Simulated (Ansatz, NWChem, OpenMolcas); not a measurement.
How methods differ on SiH3F (SMILES F[SiH3])

SiH3F: 5 atoms, total charge 0, spin state singlet. SMILES: `F[SiH3]`. The shape is that of a PBE0-D4/def2-TZVP optimisation.

Each level gives the vertical energy of the triplet above the singlet (eV). The values are calculated.

| level | kind | program | value (eV) | less CCSD(T)/def2-TZVPP | CPU time (all runs) |
| --- | --- | --- | --- | --- | --- |
| HF/def2-TZVPP | Hartree–Fock | OpenMolcas | 8.11 | +0.12 | 54 s |
| SVWN5/def2-TZVPP | LDA | Ansatz | 6.94 | -1.05 | 12 s |
| revPBE/def2-TZVPP | GGA | OpenMolcas | 7.07 | -0.92 | 2.3 min |
| B3LYP/def2-TZVPP | global hybrid | Ansatz | 7.55 | -0.44 | 26 s |
| HSE06/def2-TZVPP | range-separated hybrid | Ansatz | 7.45 | -0.54 | 30 s |
| RPA@PBE0/def2-TZVPP | RPA | Ansatz | 7.93 | -0.06 | 30 s |
| MP2/def2-TZVPP | perturbation theory | NWChem | 8.16 | +0.17 | 3 min |
| CASSCF(14,11)/def2-TZVPP (RICD fitting) | multireference | OpenMolcas | 9.16 | +1.17 | 82 s |
| CCSD(T)/def2-TZVPP | coupled cluster or CI | Ansatz | 7.99 | 0.00 | 82 s |
| FCI/STO-3G, open shells restricted | exact in the basis | OpenMolcas | 10.49 | +2.50 | 23 s |

CCSD(T)/def2-TZVPP is the highest level here, not the true value. The values span 6.94 to 10.49 eV. A triplet this far above the singlet is often a Rydberg-like or dissociative state; sets without diffuse functions put Rydberg states too high. High-level rows in very small sets aren't better than simpler rows in larger ones. CPU times are rough (shared hosts, several kinds of processor): they show what a rung costs within a factor of a few.

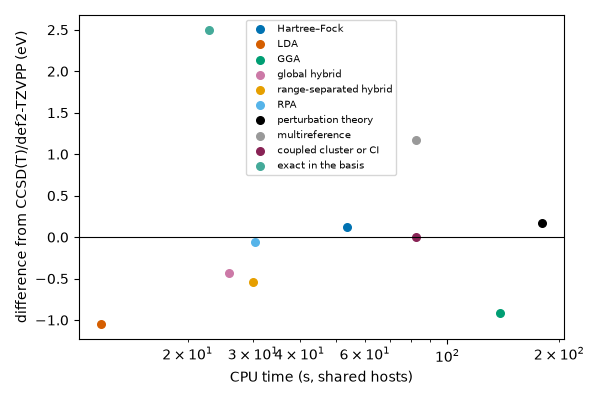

Difference from CCSD(T)/def2-TZVPP against processor time, one point a level.
